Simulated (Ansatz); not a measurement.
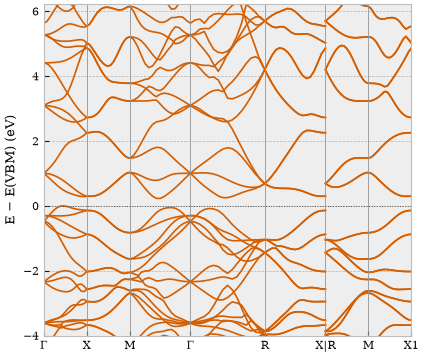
*Band structure from plane-wave PAW PBE (Ansatz code)*

The gap is 0.22 eV; an edge lies off the plotted path or next to a special point (maximum on the Γ–X line, 45 % of the way from Γ, minimum off the standard path).

The material is SiRu in space group P2_13 (No. 198; Si on 4a, Ru on 4a).

Symmetry was held in the PBE relaxation. The run is not spin-polarised. Scalar-relativistic: spin–orbit coupling is off unless named, which matters more the heavier the elements.

Potentials: the later of the program's two PAW sets.
